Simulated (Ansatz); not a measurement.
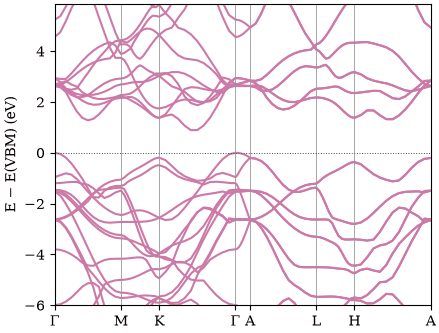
Figure: Band structure from plane-wave PAW PBE+D3(BJ) (Ansatz code)

Question: Read off the gap and where the band edges lie.

Answer: About 0.9 eV (0.87 eV by a search for the band edges); maximum at Γ, minimum on the K–Γ line, 46 % of the way from K.

The material is WSe$_{2}$ in space group P6_3/mmc (No. 194; W on 2c, Se on 4f).

The PBE+D3(BJ) relaxation kept the symmetry of its start. No spin polarisation was allowed. Spin–orbit coupling is left out wherever it is not named.

Potentials: the earlier of the program's two PAW sets.
